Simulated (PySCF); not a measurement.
**MP2/6-31G run of AlH3 (SMILES [H][Al]([H])[H])**

What is the vertical singlet–triplet gap of AlH3 at MP2/6-31G? Input form: a Python script.

The calculation is run with PySCF 2.14.0.

8 further runs of the same task are left out: 8 set aside as unsound or not needed.

## Step 1: Starting point

AlH3 has 4 atoms, charge 0, and is taken as a singlet. SMILES: `[H][Al]([H])[H]`. Geometry: a GFN2-xTB relaxation, a rough one for these elements and not checked as a minimum.

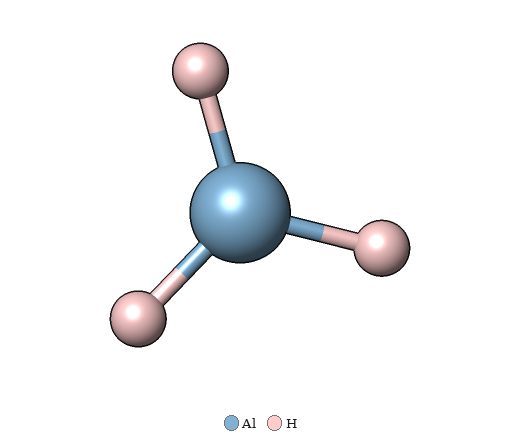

The structure, seen from a chosen angle (aluminium light blue, hydrogen pink).

## Step 2: The energy at MP2/6-31G

File input.py:

```python
from pyscf import gto, scf, mp

mol = gto.Mole()
mol.atom = 'Al -0.000010 -0.000020 0.000020; H 1.552650 -0.030520 0.014610; H -0.749810 1.359840 -0.019120; H -0.802830 -1.329300 0.004480'
mol.basis = '6-31g'
mol.verbose = 3
mol.max_memory = 1860
mol.build()

myscf = scf.RHF(mol)
myscf.conv_tol = 1e-10
myscf.kernel()
if not myscf.converged:
    myscf = myscf.newton().run(myscf.mo_coeff, myscf.mo_occ)

pt = mp.MP2(myscf, frozen=5).run()
energy = pt.e_tot
print('Final energy', energy)
```

The run is started by

```console
$ OMP_NUM_THREADS=1 python input.py
```

What it wrote:

```text
converged SCF energy = -243.586200452255
E(RMP2) = -243.627478552788  E_corr = -0.0412781005332805
E(SCS-RMP2) = -243.634407825842  E_corr = -0.0482073735867104
Final energy -243.62747855278838
```

It took 0.76 s on 1 thread of Arm Neoverse V1, shared host; peak memory 0.12 GiB.

## Step 3: The triplet

File job.py:

```python
from pyscf import gto, mp

mol = gto.M(
    atom='''
Al    -0.000019    -0.000038     0.000038
H      2.934083    -0.057674     0.027609
H     -1.416936     2.569725    -0.036132
H     -1.517129    -2.512013     0.008466
''',
    max_memory=1860,
    unit='bohr',
    verbose=3,
    charge=0,
    basis='6-31g',
    spin=2,
)

mf = mol.UHF()
mf.conv_tol = 1e-10
mf.kernel()
if not mf.converged:
    mf = mf.newton().run(mf.mo_coeff, mf.mo_occ)

pt = mp.MP2(mf, frozen=5).run()
e_tot = pt.e_tot
print('Final energy', e_tot)
```

The run is started by

```console
$ OMP_NUM_THREADS=1 python job.py
```

What it wrote:

```text
WARN: HOMO -0.00851886105511079 >= LUMO -0.333731248752303

converged SCF energy = -243.395991247944  <S^2> = 2.0738694  2S+1 = 3.0488486
E(UMP2) = -243.433221986646  E_corr = -0.037230738702288
E(SCS-UMP2) = -243.438909230617  E_corr = -0.0429179826734515
Final energy -243.43322198664598
```

Run time: 0.99 s. Hardware: 1 thread of Arm Neoverse V1, shared host; peak memory 0.12 GiB.

## Step 4: Outcome

At MP2/6-31G, 5 core orbitals frozen:

| quantity | value |
| --- | --- |
| singlet: total energy | -243.62748 Eh |
| singlet: dipole moment (Hartree–Fock density) | 0.00 D |
| singlet: HOMO energy (Hartree–Fock orbitals) | -11.74 eV |
| singlet: LUMO energy (Hartree–Fock orbitals) | 0.79 eV |
| singlet: HOMO–LUMO gap (Hartree–Fock orbitals) | 12.53 eV |
| singlet: correlation energy (5 core orbitals frozen) | -41.3 mEh |
| triplet: total energy | -243.43322 Eh |
| triplet: dipole moment (Hartree–Fock density) | 1.77 D |
| triplet: HOMO energy (Hartree–Fock orbitals) (highest over α and β) | -5.93 eV |
| triplet: LUMO energy (Hartree–Fock orbitals) (lowest over α and β) | -3.55 eV |
| triplet: correlation energy (5 core orbitals frozen) | -37.2 mEh |
| triplet: ⟨S²⟩ of the reference determinant | 2.074 |
| vertical energy of the triplet above the singlet | 5.286 eV |

At this shape the triplet lies 5.29 eV (122 kcal/mol) above the singlet. Mulliken charges (singlet) of the mean-field density run from -0.28 on H2 to +0.83 on Al1; they depend strongly on the basis.
